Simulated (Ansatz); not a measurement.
Base system: CdSe in the zinc blende structure (space group F-43m, No. 216; a = 6.0820 Å). Axes: x, y, z lie along the cube axes.

Now apply this change: the cell is compressed by 0.94 % along y with no lateral relaxation, atoms relaxed at fixed cell.

Computed with PBEsol/PAW in Ansatz (a program for electronic structure), without spin-orbit coupling, earlier PAW set.

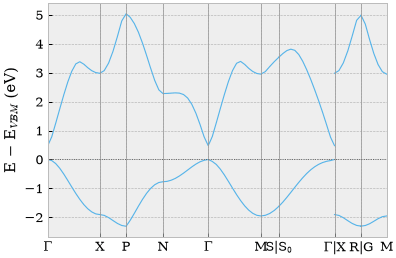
Fig. 1. Highest valence and lowest conduction band along the path of the changed cell's own zone

Question: From the figure, how large is the changed gap, and is it direct?

Answer: About 0.5 eV, direct at Γ.

The cells carry an imposed strain or load. Whether these cells are dynamically stable was not tested. k-point labels follow each cell's own Brillouin zone.
